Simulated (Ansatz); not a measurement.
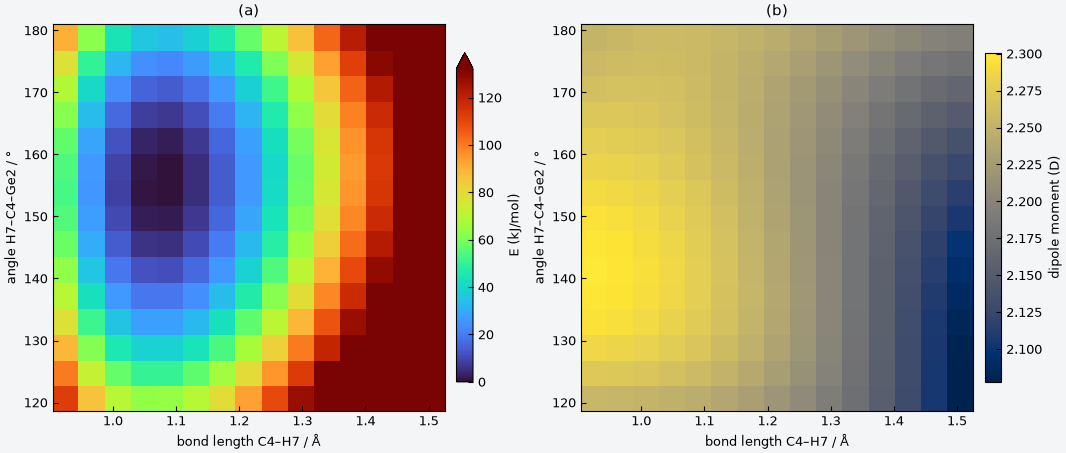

C₂H₃FGe, SMILES [F][GeH]1[CH]=[CH]1. 
- First axis: bond length C4–H7. Second axis: angle H7–C4–Ge2.
- Nothing is relaxed (all other coordinates rigid).
- The scan uses a 15 × 15 grid.
- Points are written as (first, second).
- All energies are given in kJ/mol relative to the lowest grid point.
- All numbers below come from RKS BHLYP-D4/def2-TZVP (Ansatz 0.2.0).

Panel (a) is the energy; panel (b) is the computed dipole moment, in D.

In the figure: one coloured cell a grid point, one colour for all values above the top of the scale.

Q: How does the dipole moment vary over the map, and what is it at the lowest grid point?

A: Leaving out the highest fifth of the energies, it runs from 2.14 D at (1.422 Å, 145.7°) to 2.30 D at (0.925 Å, 141.5°). At the lowest grid point, (1.090 Å, 154.0°), it is 2.27 D.
